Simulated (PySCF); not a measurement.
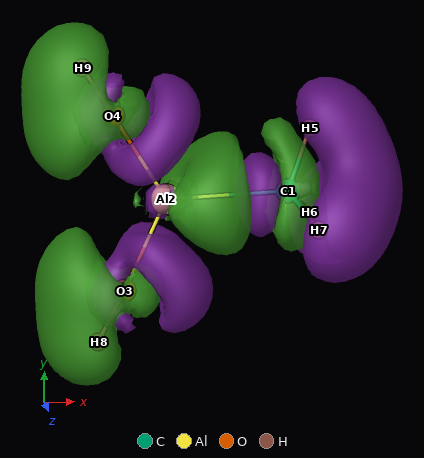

*CH5AlO2, SMILES `C[Al](O)O`. Change of the electron density in a uniform field of 0.51 V/Å, surfaces at ±0.002 e/Å³ (purple: gain, green: loss).*

Method: PBE0/6-311+G**; geometry: GFN2-xTB; program: PySCF. No frequency check shows the geometry to be a minimum. The basis has diffuse s and p functions alone, which still leaves polarisabilities too small, most of all across bonds.

Q: Along which Cartesian direction does the field point?

A: Along −x: electrons gather on the +x side, against the field.

Q: What dipole is induced, and what polarisability does it imply?

A: The induced dipole is 1.16 D (along the field); α along this axis, from the fields in both directions, is 46 bohr³ (6.8 Å³).

Q: Which atoms gain and lose the most charge?

A: Electrons gather most on H6 and H7 alike (Hirshfeld charge changes by −0.013 e) and leave Al2 most (+0.015 e); 0.104 electrons are displaced in all.
